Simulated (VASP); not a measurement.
Band structure of Cu₄KAs₂ (space group R-3m). These are PBEsol GGA, VASP's PBE PAW potentials (set 64) (plane waves; VASP 6.6.1) values and carry that method's errors.

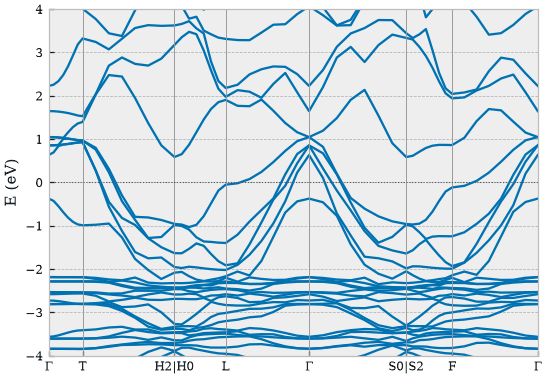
Figure: Bands along high-symmetry lines, zero at the valence-band maximum or, without a gap, the Fermi level

Problem. Read the plot: is there a gap, and where are the band edges?

Solution. It has no gap at this level: it comes out as a metal or semimetal.

The structure comes from a computed database's Cu4KAs2 entry; how it stands against other phases isn't given here. The cell was not relaxed at this level. The k-mesh is coarse (spacing up to 0.36 per Å, 2π included), so the numbers may not be converged in it. The electron count is odd and the run is not spin-polarised, which forces a metal.
